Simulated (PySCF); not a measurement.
Consider C2H5F3Zr (SMILES C[CH2][Zr]([F])([F])[F]).

```xyz
11

Zr   -0.5436   -0.4372   -1.5052
C    -0.1530   -0.4421    0.6567
C     0.6976    0.7471    1.1013
H     0.3398   -1.4036    0.9010
H    -1.1298   -0.4585    1.1780
H     0.8921    0.7391    2.1870
H     1.6809    0.7582    0.6025
H     0.2065    1.7086    0.8761
F     1.1837   -0.4621   -2.3065
F    -1.5115    1.1720   -1.8159
F    -1.5646   -2.0071   -1.8441
```

Geometry: PBE0-D3(BJ)/def2-SVP; core potentials replace the inner electrons of Zr.

The calculation used wB97X-D/def2-SVPD, SCF density, gas phase, scalar-relativistic core potentials on the heavy atoms (PySCF).

Predict the electron density and electron localisation function between the atoms.

C–C (1.53 Å): the density is about 1.6 e/Å³ at the midpoint; the ELF peaks at about 0.95 between the atoms: a covalent bond.
Zr–F (1.90 Å): ρ at the midpoint is about 0.91 e/Å³; the ELF peaks at about 0.85 in the valence shell of F, 0.5 Å from its nucleus, and drops to about 0.20 between the two atoms.
C–Zr (2.20 Å): ρ is about 0.77 e/Å³ halfway; the ELF peaks at about 0.95 in the valence shell of C, 0.7 Å from its nucleus, and is about 0.55 at the midpoint.
C–H (1.10 Å): the density is about 1.9 e/Å³ at the midpoint; the ELF climbs to about 1 towards the hydrogen, as it does in any bond to H; an ordinary covalent bond to hydrogen.

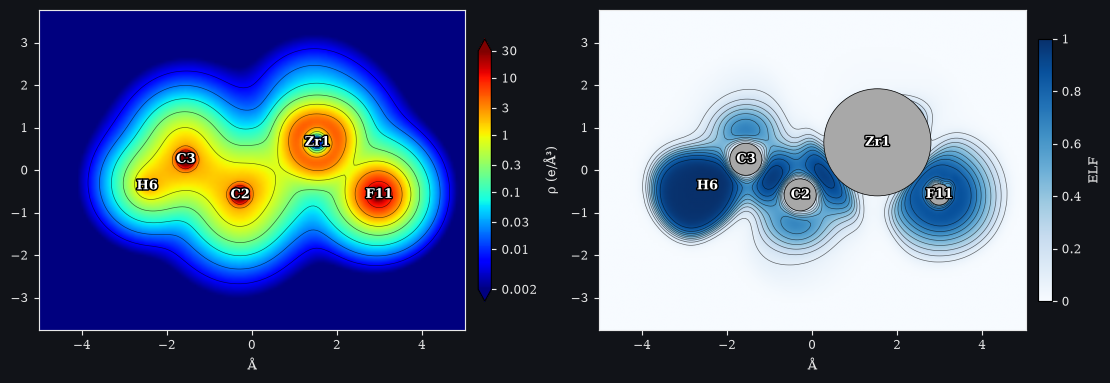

Computed electron density and electron localisation function on the plane of atoms Zr1, C2 and C3, in this order. Grey discs cover the atomic cores in the ELF map. 
